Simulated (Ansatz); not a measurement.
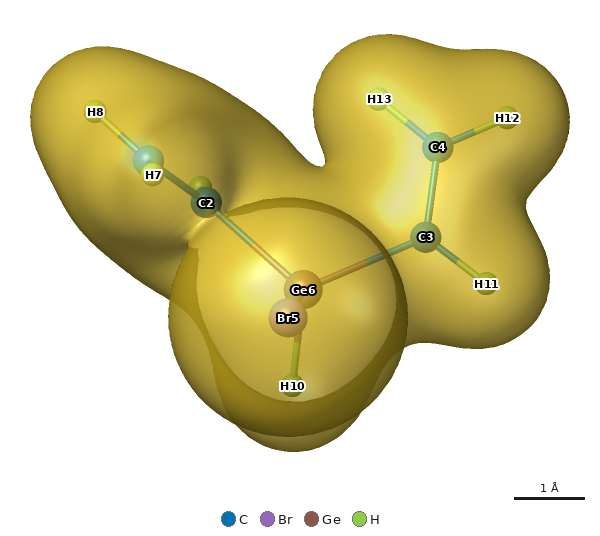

*C$_{4}$H$_{7}$BrGe (SMILES C=[CH][GeH]([Br])[CH]=C). Isosurface of the total electron density at 0.05 e/Å³ (yellow), seen at a tilt.*

Geometry: PBE-D3(BJ)/def2-SVP.

Level of theory: isolated molecule in a Gaussian basis; Kohn-Sham density functional theory, functional PBE0 (Ansatz 0.2.0).

The calculation's input:

```
basis:
  gaussian: {orbitals: def2-SVPD}
crystal:
  periodic: [false, false, false]
  atoms:
    - {symbol: C, position_ang: [-2.852333, -1.454514, 0.333908]}
    - {symbol: C, position_ang: [-1.975575, -1.577185, -0.678058]}
    - {symbol: C, position_ang: [0.261557, 0.482518, -1.714403]}
    - {symbol: C, position_ang: [-0.728654, 1.184420, -2.296301]}
    - {symbol: Br, position_ang: [0.343750, -0.422074, 1.649486]}
    - {symbol: Ge, position_ang: [-0.101764, -1.050595, -0.570053]}
    - {symbol: H, position_ang: [-2.544662, -1.049540, 1.313819]}
    - {symbol: H, position_ang: [-3.908151, -1.758453, 0.227506]}
    - {symbol: H, position_ang: [-2.310615, -1.991661, -1.647383]}
    - {symbol: H, position_ang: [0.866915, -2.225799, -0.871762]}
    - {symbol: H, position_ang: [1.314588, 0.774456, -1.874257]}
    - {symbol: H, position_ang: [-0.523654, 2.054138, -2.944745]}
    - {symbol: H, position_ang: [-1.791196, 0.925051, -2.145527]}
hamiltonian: {xc: {name: PBE0}}
output: {forces: true, orbitals: {seedname: orbitals}}
```

Run with:

```sh
ansatz run input.yaml --threads 4 --pin off --max-ram 7830MiB --events-out events.jsonl --progress --plain --runs-dir runs
```

Question: What does this surface tell about the bonding?

Answer: At this value the surface is in one piece. It bridges the sampled C–C (1.34 Å), C–Ge (1.95 Å), Ge–Br (2.35 Å) and C–H (1.10 Å) contacts, where the density stays above the isovalue. On the grid the lowest density along these lines, outside the cores, is 2.2 e/Å³ (C–C, 1.34 Å), 0.88 e/Å³ (C–Ge, 1.95 Å), 0.56 e/Å³ (Ge–Br, 2.35 Å) and 1.8 e/Å³ (C–H, 1.10 Å).
